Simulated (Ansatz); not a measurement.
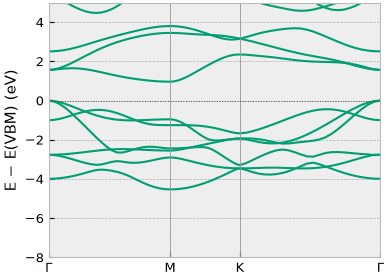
Band structure from the program Ansatz at the LDA level (PAW)

Problem. Read off the gap and where the band edges lie.

Solution. About 1.0 eV (0.96 eV by a search for the band edges); maximum at Γ, minimum at M.

The material is monolayer ZrS$_{2}$ (1T, P-3m1 in the vacuum cell, 3 atoms).

A layer that has been made, often on a substrate. Symmetry was held in the LDA relaxation; its stability against distortions is not shown here. The run is not spin-polarised. Spin–orbit coupling is left out wherever it is not named.

Potentials: the later of the program's two PAW sets.
